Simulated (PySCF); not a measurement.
```yaml
atoms:
  - { symbol: C, position_ang: [2.2620, 0.6761, -0.8226] }
  - { symbol: C, position_ang: [1.1016, 0.3313, -0.3853] }
  - { symbol: B, position_ang: [-0.2343, -0.0581, 0.1035] }
  - { symbol: C, position_ang: [-0.4879, -1.5556, 0.5770] }
  - { symbol: C, position_ang: [-1.4189, 1.0014, 0.1228] }
  - { symbol: H, position_ang: [2.5261, 0.6666, -1.8749] }
  - { symbol: H, position_ang: [3.0684, 1.0037, -0.1750] }
  - { symbol: H, position_ang: [-0.4335, -2.2345, -0.2741] }
  - { symbol: H, position_ang: [0.2717, -1.8939, 1.2798] }
  - { symbol: H, position_ang: [-1.4600, -1.6943, 1.0430] }
  - { symbol: H, position_ang: [-1.1137, 2.0046, -0.1648] }
  - { symbol: H, position_ang: [-1.8738, 1.0604, 1.1108] }
  - { symbol: H, position_ang: [-2.2121, 0.6929, -0.5579] }
```

Geometry: GFN2-xTB.

All numbers below come from PySCF, UKS B3LYP, pcH-1 on B C H, non-relativistic, mean-field spin-orbit, GIAO.

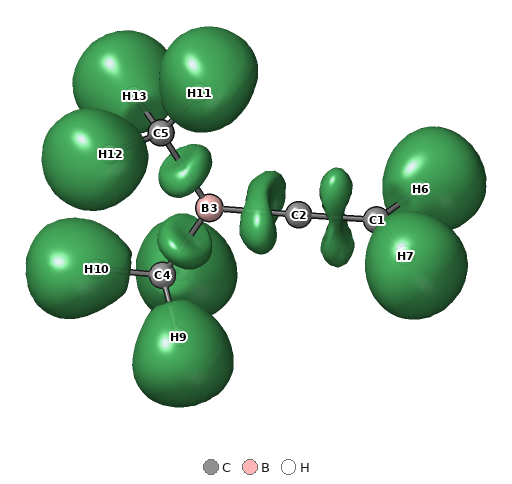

C₄H₈B (SMILES C=[C]B(C)C) (doublet). Isosurface of the ELF at 0.85 (green), seen at an oblique angle. Core shells and regions of very low density are left out.

Q: What do the ELF domains correspond to?

A: At this value the surface marks out three regions between bonded B–C atoms (shared pairs), one region between bonded C–C atoms (shared pairs) and eight regions around hydrogen nuclei. Profiles from the grid: C–C (1.29 Å): the ELF peaks at about 0.90 between the atoms (a multiple bond). C–B (1.47 Å): the ELF peaks at about 0.95 between the atoms; localised, covalent bonding.
